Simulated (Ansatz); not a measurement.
The calculation's input:

```
crystal:
  lattice:
    - [-1.9030556304, 1.9030556304, 8.3138755767]
    - [1.9030556304, -1.9030556304, 8.3138755767]
    - [1.9030556304, 1.9030556304, -8.3138755767]
  atoms:
    - { symbol: Ga, position: [0.6596645075, 0.6596645075, 0.0] }
    - { symbol: Ga, position: [0.3403354925, 0.3403354925, 0.0] }
    - { symbol: B, position: [0.0, 0.0, 0.0] }
    - { symbol: As, position: [0.4320292364, 0.9320292364, 0.5] }
    - { symbol: As, position: [0.0679707636, 0.5679707636, 0.5] }
    - { symbol: As, position: [0.75, 0.25, 0.5] }
basis:
  ecutwfc: 420
kpoints:
  mp_grid: { grid: [14, 14, 14] }
hamiltonian:
  xc: pbe
scf:
  occupations: { method: gaussian, width: 0.02 }
output:
  forces: true
  stress: true
  eigenvalues: true
  write_density: true
  write_potential: true
  elf: true
  volumetric_format: npy
relax:
  adjacent_minimum: "off"
  f_tol: 0.01
  max_steps: 80
  cell: { stress_tol: 0.05 }
```

Run with:

```sh
ansatz run input.yaml --threads 1 --pin off --max-ram 2560MiB --backend cpu --events-out ev --progress --plain --runs-dir out
```

Below, planes, directions and counts refer to the conventional cell (a = 3.81 Å, b = 3.81 Å, c = 16.67 Å, α = 90.00°, β = 90.00°, γ = 90.00°).

The fields are those of the relaxed geometry.

Space group I-4m2; a structure generated by program, which may or may not match a known phase.

All numbers below come from DFT PBE, scalar-relativistic, plane waves, PAW in Ansatz 0.2.0.

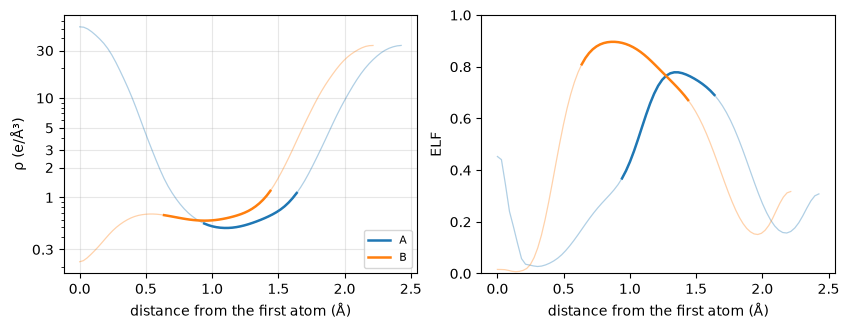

Ga$_{2}$BAs$_{3}$. Valence electron density and ELF along straight lines between neighbouring atoms. Thin, pale parts lie inside the atomic spheres.

In a PAW calculation such maps are meaningful between the atoms, not at the nuclei.

Which curve belongs to which contact (B–As and Ga–As)? The first atom named is at distance zero.

Answer. Curve A: Ga–As (2.43 Å): the density is about 0.51 e/Å³ at the midpoint; the ELF peaks at about 0.80 between the atoms: localised, covalent bonding. Curve B: B–As (2.21 Å): the density is about 0.62 e/Å³ at the midpoint; the ELF peaks at about 0.90 between the atoms; localised, covalent bonding.
